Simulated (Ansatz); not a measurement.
## Electronic structure of C$_{4}$H$_{7}$BCl$_{2}$O (SMILES CC(=O)[C@H](C)B(Cl)Cl) in real space

```xyz
15

C    -0.1849    1.3343   -0.8263
C     1.2160    1.5363   -0.2946
C     1.5683    0.8199    1.0286
C     2.5634    1.6515    1.8477
B     2.0954   -0.6151    0.6404
Cl    3.8092   -0.9532    0.4905
Cl    0.9623   -1.9250    0.2959
O     2.0303    2.2300   -0.8571
H    -0.2657    1.7547   -1.8369
H    -0.8987    1.8466   -0.1590
H    -0.4557    0.2677   -0.8266
H     0.6235    0.6673    1.5776
H     2.8674    1.1235    2.7634
H     3.4611    1.8617    1.2523
H     2.1174    2.6158    2.1355
```

Geometry: B3LYP-D3(BJ)/def2-SVP.

Computed with Ansatz, isolated molecule in a Gaussian basis; Kohn-Sham density functional theory, functional PBE0.

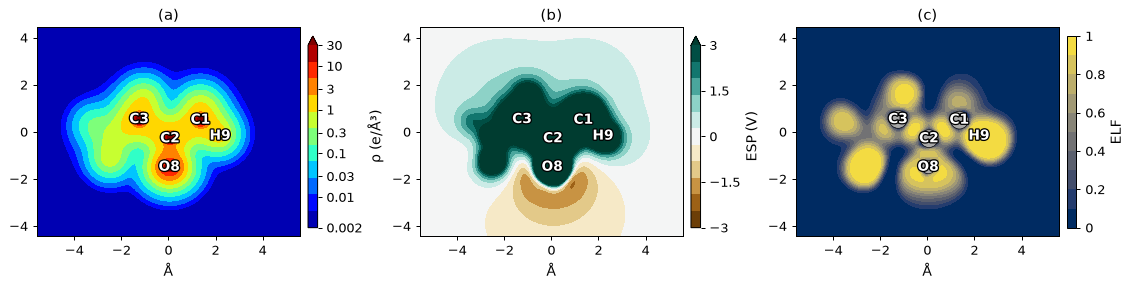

Figure 1. (a) electron density; (b) electrostatic potential; (c) electron localisation function on the plane of atoms C1, C2 and C3. Grey discs cover the atomic cores in the ELF map.

### Describe what can be read from this map.

Atoms in the plane: C, O and H. C–O (1.21 Å): ρ is about 3.3 e/Å³ halfway; the ELF peaks at about 0.85 between the atoms (a multiple bond). C–C (1.51 Å): ρ is about 1.7 e/Å³ halfway; the ELF peaks at about 0.95 between the atoms (a covalent bond). C–H (1.10 Å): the density is about 2 e/Å³ at the midpoint; the ELF climbs to about 1 towards the hydrogen, as it does in any bond to H: an ordinary covalent bond to hydrogen. The ELF also peaks beside O8, away from the bonds: lone-pair regions. Outside the dense part of the molecule the potential is most negative (−2.0 V) near O8.

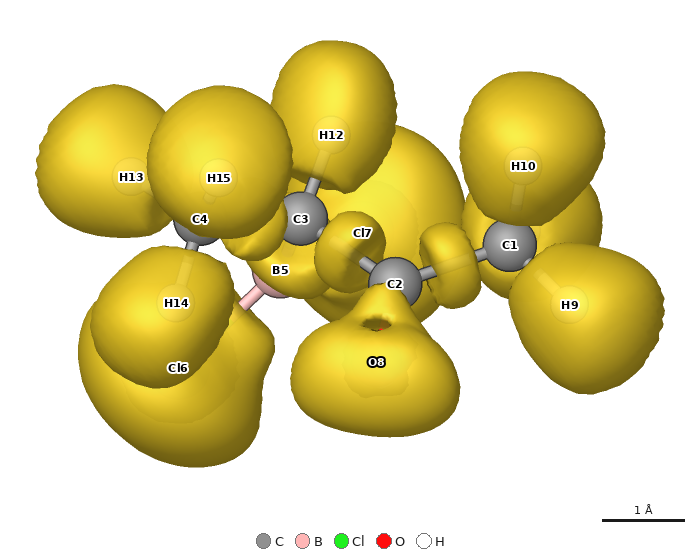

Figure 2. Isosurface of the electron localisation function at 0.75 (yellow), seen from one side. Only the valence region is drawn (cores and ρ < 0.01 e/Å³ removed).

### Identify the bonds, lone pairs and shells in this picture.

The surface consists of one region between bonded B–C atoms (shared pairs), three regions between bonded C–C atoms (shared pairs), seven regions around hydrogen nuclei, two regions on Cl in which the atom's valence shell and bonds are merged and one region on O in which the atom's valence shell and bonds are merged.

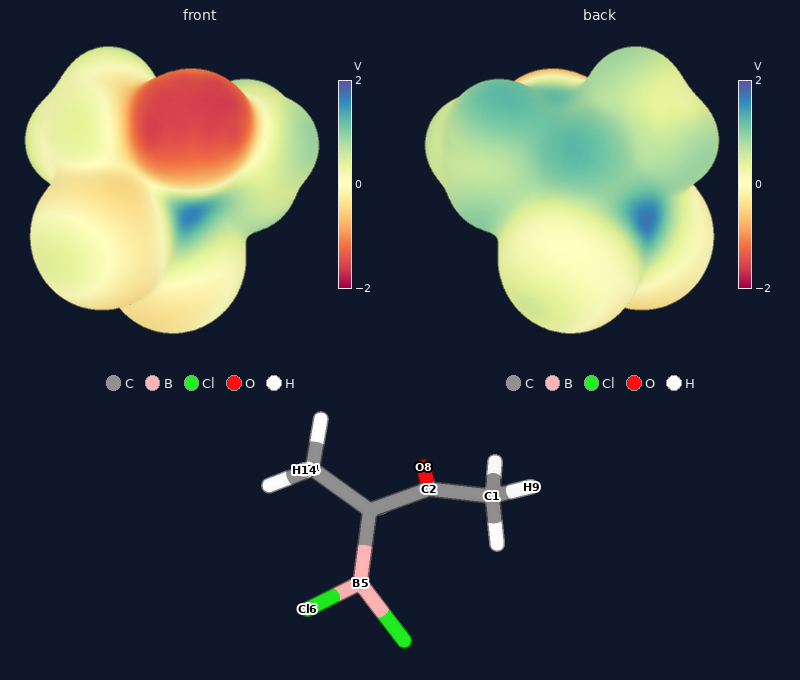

Figure 3. The molecular electrostatic potential painted on the density surface at 0.002 e/bohr³, seen from the front and from behind; red is negative and blue positive. The bare structure is drawn below in the same view.

### Where is the surface potential most negative and most positive?

The most negative region (about −1.6 V) lies over O8, the most positive (about +1.6 V) over B5. Cl6 shows a σ-hole: about +0.4 V at the tip opposite its bond, against about −0.2 V on its flanks. O8 is the likeliest acceptor of a hydrogen bond.
